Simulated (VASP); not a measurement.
Band structure of Yb (fcc). These are PBE GGA with D3 dispersion (zero damping), VASP's PBE PAW potentials (set 64) (plane waves; VASP 6.6.1) values and carry that method's errors.

The 4f electrons are frozen in the core of the lanthanide potential, so 4f levels, which can set the real gap, and their magnetism are missing.

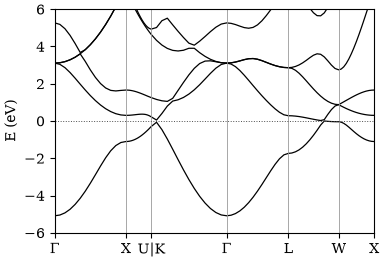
Fig. 1. Bands along high-symmetry lines, zero at the valence-band maximum or, without a gap, the Fermi level

Question: Read the plot: is there a gap, and where are the band edges?

Answer: The gap is indirect, 0.03 eV, from the valence maximum at L-W at 0.71 to the conduction minimum at L-W at 0.64. (Edges off the drawn lines would not show.)

The compound is Yb in the fcc structure. It was relaxed first, which changed the volume by -10 %.
